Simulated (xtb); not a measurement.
# Property calculation, with input and output: C$_{2}$H$_{7}$GaO

- system: C$_{2}$H$_{7}$GaO
- method: GFN2-xTB, GBSA solvent thf (xtb 6.7.1)

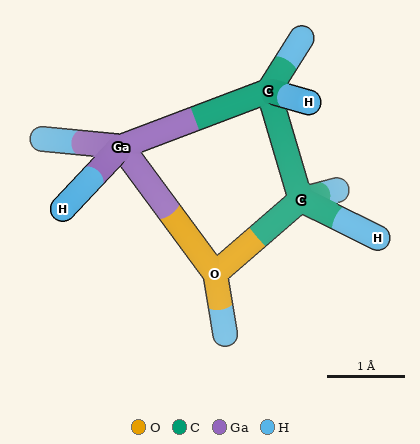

**Figure 1.** The structure (stick view, seen at a tilt). Sticks mark near contacts.

**Input file (mol.xyz)**
```
11

O     -1.286867     0.133597     0.308606
C     -0.036764     0.910394     0.431567
C      1.299144     0.115823    -0.177100
Ga     0.055670    -1.493789    -0.427843
H     -2.055373     0.478111     0.620476
H      0.071814     1.285719     1.424797
H     -0.157856     2.031898     0.069082
H      2.023522     0.310314     0.281164
H      1.448600     0.693791    -1.049539
H     -0.768713    -1.937667    -1.668174
H     -0.366783    -2.560375     0.902894
```

Run as:
```bash
xtb mol.xyz --ceh --gbsa thf --parallel 1 | tee out.txt
```

**The program's output**
```
* xtb version 6.7.1
   ID    Z sym.   atoms
    1    8 O      1
    2    6 C      2, 3
    3   31 Ga     4
    4    1 H      5-11

           -------------------------------------------------
          |                Calculation Setup                |
           -------------------------------------------------

          program call               : xtb mol.xyz --ceh --gbsa thf --parallel 1
          coordinate file            : mol.xyz
          omp threads                :                     1

molecular fragmentation (1/2 indicates fragments):
11111121112
# atoms in fragment 1/2:     9     2
 fragment masses (1/2) :      114.78        2.02
CMA distance (Bohr)    :   1.676
constraining FC (au)   :  0.0500
------------------------------------
 Calculation of CEH charges
 CEH charges written to ceh.charges
------------------------------------

           -------------------------------------------------
          |                 G F N 2 - x T B                 |
           -------------------------------------------------

      * Hamiltonian:
        H0-scaling (s, p, d)           1.850000    2.230000    2.230000
        zeta-weighting                 0.500000
      * Dispersion:
        s8                             2.700000
        a1                             0.520000
        a2                             5.000000
        s9                             5.000000
      * Repulsion:
        kExp                           1.500000    1.000000
        rExp                           1.000000
      * Coulomb:
        alpha                          2.000000
        third order                    shell-resolved
        anisotropic                    true
        a3                             3.000000
        a5                             4.000000
        cn-shift                       1.200000
        cn-exp                         4.000000
        max-rad                        5.000000

      * Solvation model:               GBSA
        Solvent                        thf
        Parameter file                 internal GFN2-xTB/GBSA
        Dielectric constant                7.6000E+00
        Reference state                gsolv [1 M gas/solution]
        Free energy shift                  3.3994E-03 Eh       2.1331E+00 kcal/mol
        Temperature                        2.9815E+02 K
        Density                            8.8300E-01 kg/L
        Solvent mass                       7.2106E+01 g/mol
        Interaction kernel             Still
        Born radius scaling (c1)           1.5128E+00
        Born radii integrator          GBOBC
        Born offset                        6.0704E-04 a0       1.1471E-03 AA
        H-bond correction              true
        Ion screening                  false
        Surface tension                    1.0000E-05 Eh       1.5569E+01 dyn/cm
        Grid points                               230 per atom

          ...................................................
          :                      SETUP                      :
          :.................................................:
          :  # basis functions                  29          :
          :  # atomic orbitals                  28          :
          :  # shells                           16          :
          :  # electrons                        24          :
          :  max. iterations                   250          :
          :  Hamiltonian                  GFN2-xTB          :
          :  restarted?                      false          :
          :  GBSA solvation                   true          :
          :  PC potential                    false          :
          :  electronic temp.          300.0000000     K    :
          :  accuracy                    1.0000000          :
          :  -> integral cutoff          0.2500000E+02      :
          :  -> integral neglect         0.1000000E-07      :
          :  -> SCF convergence          0.1000000E-05 Eh   :
          :  -> wf. convergence          0.1000000E-03 e    :
          :  Broyden damping             0.4000000          :
          :  net charge                          0          :
          :  unpaired electrons                  0          :
          ...................................................

 iter      E             dE          RMSdq      gap      omega  full diag
   1    -13.1498387 -0.131498E+02  0.842E+00    4.99       0.0  T
   2    -13.1887078 -0.388690E-01  0.551E+00    5.18       1.0  T
   3    -13.1906160 -0.190823E-02  0.202E+00    5.02       1.0  T
   4    -13.1925415 -0.192550E-02  0.456E-01    5.10       1.0  T
   5    -13.1927293 -0.187740E-03  0.176E-01    5.12       1.0  T
   6    -13.1927271  0.212287E-05  0.893E-02    5.10       1.0  T
   7    -13.1927473 -0.201353E-04  0.421E-02    5.10       1.0  T
   8    -13.1927512 -0.389167E-05  0.303E-02    5.11       1.0  T
   9    -13.1927513 -0.150715E-06  0.148E-02    5.11       2.0  T
  10    -13.1927516 -0.309263E-06  0.314E-03    5.11       9.6  T
  11    -13.1927516 -0.458483E-08  0.521E-04    5.11      57.9  T
  12    -13.1927516 -0.434476E-09  0.273E-04    5.11     110.3  T

   *** convergence criteria satisfied after 12 iterations ***

         #    Occupation            Energy/Eh            Energy/eV
      -------------------------------------------------------------
         1        2.0000           -0.7166512             -19.5011
       ...           ...                  ...                  ...
         6        2.0000           -0.5339991             -14.5309
         7        2.0000           -0.5140929             -13.9892
         8        2.0000           -0.4762843             -12.9604
         9        2.0000           -0.4674178             -12.7191
        10        2.0000           -0.4267427             -11.6123
        11        2.0000           -0.4068072             -11.0698
        12        2.0000           -0.3973274             -10.8118 (HOMO)
        13                         -0.2095409              -5.7019 (LUMO)
        14                         -0.0932135              -2.5365
        15                         -0.0844210              -2.2972
        16                         -0.0621590              -1.6914
        17                         -0.0236321              -0.6431
       ...                                ...                  ...
        28                          1.1804159              32.1208
      -------------------------------------------------------------
                  HL-Gap            0.1877865 Eh            5.1099 eV
             Fermi-level           -0.3034341 Eh           -8.2569 eV

 SCC (total)                   0 d,  0 h,  0 min,  0.004 sec
 SCC setup                      ...        0 min,  0.000 sec (  4.821%)
 Dispersion                     ...        0 min,  0.000 sec (  0.676%)
 classical contributions        ...        0 min,  0.000 sec (  0.302%)
 integral evaluation            ...        0 min,  0.001 sec ( 15.240%)
 iterations                     ...        0 min,  0.002 sec ( 46.101%)
 molecular gradient             ...        0 min,  0.001 sec ( 31.163%)
 printout                       ...        0 min,  0.000 sec (  1.469%)

         :::::::::::::::::::::::::::::::::::::::::::::::::::::
         ::                     SUMMARY                     ::
         :::::::::::::::::::::::::::::::::::::::::::::::::::::
         :: total energy             -13.013414645604 Eh    ::
         :: total w/o Gsasa/hb       -12.996885777160 Eh    ::
         :: gradient norm              0.421933809254 Eh/a0 ::
         :: HOMO-LUMO gap              5.109930247519 eV    ::
         ::.................................................::
         :: SCC energy               -13.192745856608 Eh    ::
         :: -> isotropic ES            0.044762454623 Eh    ::
         :: -> anisotropic ES          0.006749922295 Eh    ::
         :: -> anisotropic XC          0.002650553156 Eh    ::
         :: -> dispersion             -0.005868340086 Eh    ::
         :: -> Gsolv                  -0.025869714580 Eh    ::
         ::    -> Gelec               -0.009340846136 Eh    ::
         ::    -> Gsasa               -0.009373084031 Eh    ::
         ::    -> Ghb                 -0.010555149470 Eh    ::
         ::    -> Gshift               0.003399365057 Eh    ::
         :: repulsion energy           0.179331211003 Eh    ::
         :: add. restraining           0.000000000000 Eh    ::
         :: total charge               0.000000000000 e     ::
         :::::::::::::::::::::::::::::::::::::::::::::::::::::

           -------------------------------------------------
          |                Property Printout                |
           -------------------------------------------------

    * Orbital Energies and Occupations

         #    Occupation            Energy/Eh            Energy/eV
      -------------------------------------------------------------
         1        2.0000           -0.7166512             -19.5011
         2        2.0000           -0.6413330             -17.4516
         3        2.0000           -0.6000797             -16.3290
         4        2.0000           -0.5966565             -16.2358
         5        2.0000           -0.5414702             -14.7342
         6        2.0000           -0.5339991             -14.5309
         7        2.0000           -0.5140929             -13.9892
         8        2.0000           -0.4762843             -12.9604
         9        2.0000           -0.4674178             -12.7191
        10        2.0000           -0.4267427             -11.6123
        11        2.0000           -0.4068072             -11.0698
        12        2.0000           -0.3973274             -10.8118 (HOMO)
        13                         -0.2095409              -5.7019 (LUMO)
        14                         -0.0932135              -2.5365
        15                         -0.0844210              -2.2972
        16                         -0.0621590              -1.6914
        17                         -0.0236321              -0.6431
        18                          0.0108496               0.2952
        19                          0.0331490               0.9020
        20                          0.0356632               0.9704
        21                          0.1438946               3.9156
        22                          0.2177678               5.9258
        23                          0.2588867               7.0447
       ...                                ...                  ...
        28                          1.1804159              32.1208
      -------------------------------------------------------------
                  HL-Gap            0.1877865 Eh            5.1099 eV
             Fermi-level           -0.3034341 Eh           -8.2569 eV

     #   Z          covCN         q      C6AA      α(0)
     1   8 O        2.161    -0.384    20.484     6.113
     2   6 C        3.953     0.066    19.417     6.261
     3   6 C        3.650    -0.159    23.943     7.029
     4  31 Ga       3.369     0.128   215.492    32.920
     5   1 H        0.809     0.404     0.477     1.085
     6   1 H        0.927     0.060     2.202     2.320
     7   1 H        0.897     0.036     2.510     2.479
     8   1 H        0.930     0.109     1.705     2.042
     9   1 H        0.927     0.079     1.993     2.208
    10   1 H        0.905    -0.105     5.741     3.749
    11   1 H        0.755    -0.233    14.148     5.933

 Mol. C6AA /au·bohr⁶  :       1639.233721
 Mol. C8AA /au·bohr⁸  :      70419.753035
 Mol. α(0) /au        :         72.138128

Wiberg/Mayer (AO) data.
largest (>0.10) Wiberg bond orders for each atom

 ---------------------------------------------------------------------------
     #   Z sym  total        # sym  WBO       # sym  WBO       # sym  WBO
 ---------------------------------------------------------------------------
     1   8 O    2.266 --     2 C    0.921     5 H    0.810     4 Ga   0.462
     2   6 C    3.886 --     6 H    0.972     7 H    0.960     3 C    0.946
                             1 O    0.921
     3   6 C    3.929 --     2 C    0.946     8 H    0.944     9 H    0.935
                             4 Ga   0.859    10 H    0.111
     4  31 Ga   3.037 --     3 C    0.859    10 H    0.779    11 H    0.756
                             1 O    0.462
     5   1 H    0.837 --     1 O    0.810
     6   1 H    0.996 --     2 C    0.972
     7   1 H    0.999 --     2 C    0.960
     8   1 H    0.988 --     3 C    0.944
     9   1 H    0.994 --     3 C    0.935
    10   1 H    0.989 --     4 Ga   0.779     3 C    0.111
    11   1 H    0.946 --     4 Ga   0.756
 ---------------------------------------------------------------------------

Topologies differ in total number of bonds
Writing topology from bond orders to xtbtopo.mol

molecular dipole:
                 x           y           z       tot (Debye)
 q only:       -0.072       1.946       0.253
   full:       -0.098       2.179       0.226       5.573
molecular quadrupole (traceless):
                xx          xy          yy          xz          yz          zz
 q only:        7.071      -3.218      -6.447      -2.351       2.578      -0.624
  q+dip:        6.576      -3.773      -5.875      -3.011       3.159      -0.701
   full:        7.338      -5.716      -5.840      -3.632       3.990      -1.498

           -------------------------------------------------
          | TOTAL ENERGY              -13.013414645604 Eh   |
          | GRADIENT NORM               0.421933809254 Eh/α |
          | HOMO-LUMO GAP               5.109930247519 eV   |
           -------------------------------------------------

------------------------------------------------------------------------
------------------------------------------------------------------------
 total:
 *  cpu-time:     0 d,  0 h,  0 min,  0.010 sec
 * ratio c/w:     1.000 speedup
 SCF:
 *  cpu-time:     0 d,  0 h,  0 min,  0.004 sec
 * ratio c/w:     1.000 speedup
```

**Standard error**
```
normal termination of xtb
```

**Summary**

- outcome: converged
- electrons treated: 24
- total energy: −13.013415 hartree
- dispersion energy: −0.005868 hartree
- solvation energy: −0.025870 hartree
- basis functions: 29
- HOMO: −10.81 eV
- LUMO: −5.70 eV
- dipole moment: 5.57 D
- hardware: 1 thread of Intel Xeon (Granite Rapids), 16 GiB of memory available, shared host
- peak memory: 0.071 GiB
